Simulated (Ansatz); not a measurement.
**CH5FNSTa (SMILES [CH3][Ta]([NH2])([F])=[S]): density, localisation and related maps**

Input

```
crystal:
  periodic: [false, false, false]
  atoms:
    - {symbol: C, position_ang: [-1.299390, -0.828121, -0.204978]}
    - {symbol: Ta, position_ang: [0.294357, 0.573447, -0.514552]}
    - {symbol: N, position_ang: [1.548859, 0.282890, 0.956273]}
    - {symbol: F, position_ang: [0.990426, 0.224736, -2.222861]}
    - {symbol: S, position_ang: [-0.588049, 2.528111, -0.259230]}
    - {symbol: H, position_ang: [-1.793201, -0.678691, 0.758139]}
    - {symbol: H, position_ang: [-0.917139, -1.855302, -0.245116]}
    - {symbol: H, position_ang: [-2.052569, -0.707452, -0.991457]}
    - {symbol: H, position_ang: [1.717600, 0.914659, 1.725333]}
    - {symbol: H, position_ang: [2.182006, -0.505277, 1.001448]}
basis:
  gaussian: {orbitals: def2-TZVPP}
hamiltonian: {xc: pbe0, dispersion: d4}
output: {orbitals: {seedname: orbitals}}
```

Launched as:

```sh
ansatz run in.yaml --threads 4 --pin off --events-out ev --progress --plain --max-ram 10444MiB
```

Geometry: PBE0-D4/def2-TZVP; core potentials replace the inner electrons of Ta.

Method: RKS PBE0-D4/def2-TZVPP in Ansatz 0.2.0.

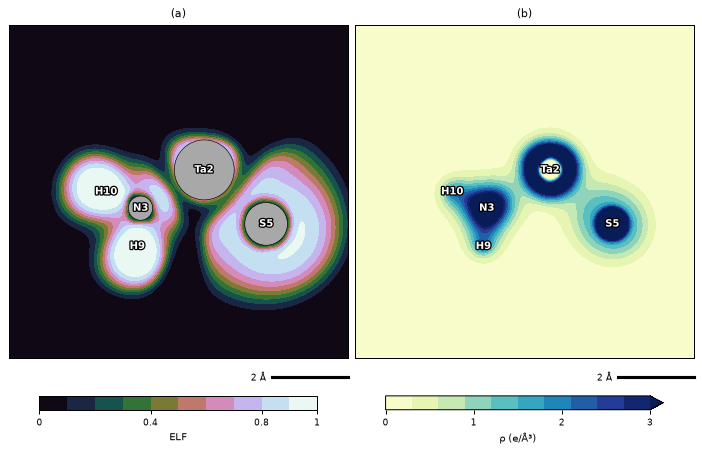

Figure 1. (a) ELF; (b) electron density on the plane of atoms N3, Ta2 and S5. Grey discs cover the atomic cores in the ELF map.

Q: Describe what can be read from this map.

A: The section cuts through Ta, N, S and H sites.
Ta–N (1.95 Å): ρ is about 1 e/Å³ halfway; the ELF peaks at about 0.85 in the valence shell of N, 0.6 Å from its nucleus, and is about 0.30 at the midpoint.
Ta–S (2.16 Å): ρ is about 0.99 e/Å³ halfway; the ELF peaks at about 0.75 in the valence shell of S, 0.8 Å from its nucleus, and is about 0.50 at the midpoint.
N–H (1.01 Å): ρ is about 2.9 e/Å³ halfway; the ELF climbs to about 1 towards the hydrogen, as it does in any bond to H: an ordinary covalent bond to hydrogen.

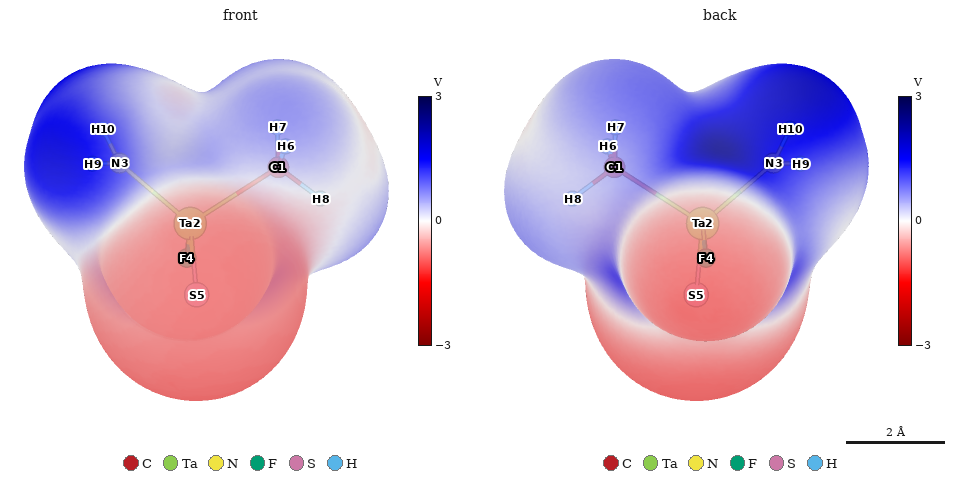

Figure 2. The electrostatic potential painted on the density surface at 0.001 e/bohr³, seen from the front and from behind; red is negative and blue positive.

Q: Describe the electrostatic potential map.

A: The most negative region (about −0.9 V) lies over F4 and S5, the most positive (about +2.2 V) over Ta2.

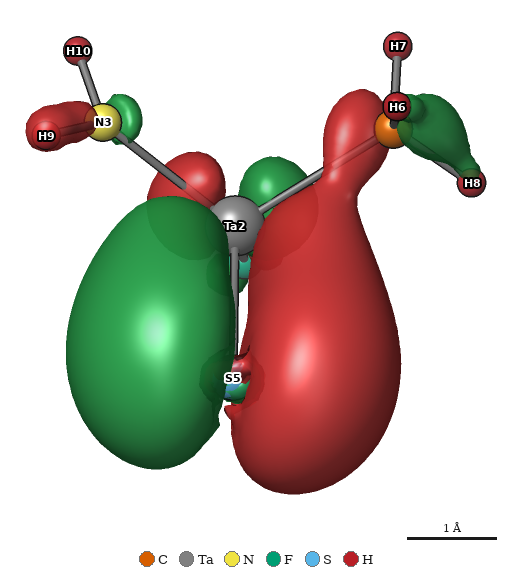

Figure 3. The HOMO−1 at ±0.1 Å⁻³ᐟ² (green and red are the two phases), seen across its widest extent.

Q: Describe this orbital and give its energy.

A: By Hirshfeld shares it lies mainly on S5 (about 70 %) and Ta2 (about 20 %). Its energy is −7.58 eV.
